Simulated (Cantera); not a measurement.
Charge: 1 mol Al, 4.8 mol Cl2, held at 25000 Pa.

These are equilibrium values from Cantera (NASA tables, ideal gas, pure condensed phases), not measurements of a reactor. Candidate condensed phases: Al, AlCl3; 8 gas species. Rates play no part.

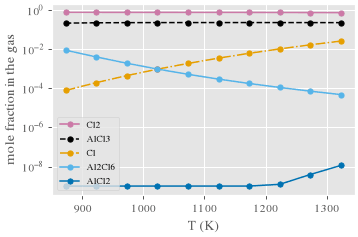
Fig. 1. Equilibrium gas composition (values under 1e-9 drawn at 1e-9)

From 873 K to 1323 K nothing is condensed. The main Al-bearing gas is AlCl3 throughout.
